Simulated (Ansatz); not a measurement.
# Does disorder add resistance in series? Ta(100) layers displaced at 300 K

Two lengths of the disordered region are known. What area resistance does the third give?

Set-up. Ansatz 0.2.0, plane waves with PAW datasets at their recommended cutoffs (420 eV for most), Fermi-Dirac smearing; ballistic transmission by layer matching. The area resistance is RA = A (h/2e²)(1/T − 1/N), with T the zone-mean transmission per spin and N the lead's channels, both averaged over a few energies near the Fermi level; for magnets each spin is taken apart, with h/e², and the two conduct in parallel. Lateral cell 2x2, PBE, a fresh random draw for each length. Atoms are displaced independently, by 0.0653 Å r.m.s. per direction; each RA is scaled by the nominal over the drawn mean square displacement.

The runs, with one result withheld:

```tsv
length (Å)	channels N	RA (fΩ m²)
6.61	10.29	0.144
13.2	10.21	0.280
19.8	10.21	?
```

Worked fit:

Ohm's law makes RA linear in the length: the slope is (0.280 − 0.144)/(13.2 − 6.61) = 0.0206 fΩ m² per Å, or 21 µΩ cm. Then 0.280 + 0.0206 × 6.61. Predicted: 0.416 fΩ m².

What the run gave:

0.437 fΩ m², so the prediction is 4.7 % too low. The three lengths together give 22 µΩ cm. The two increments are 0.14 and 0.16 fΩ m², roughly as Ohm's law has it, though with one draw for each length that is a weak test.

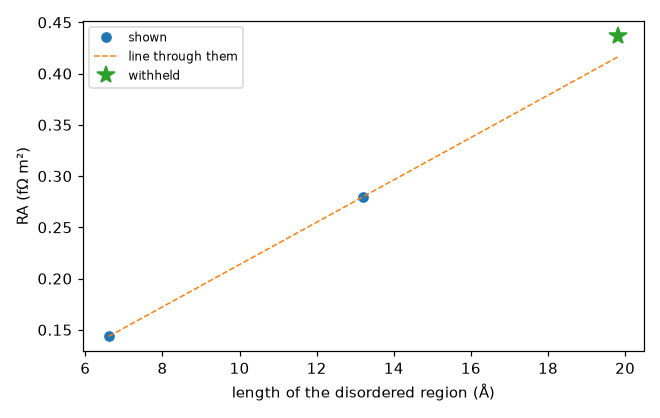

Area resistance against length.

**Limits.** The scatterers repeat sideways with the small cell. The slope is a raw one; a model of isotropic scattering puts it 1.04 times the bulk value over these lengths. Spin-orbit coupling is left out, which matters for Ta.

[Logs are printed without paths, hosts, clocks, repeated set-up lines and the standing remarks that a program may print on its own settings, such as how far it seeks lower states.]
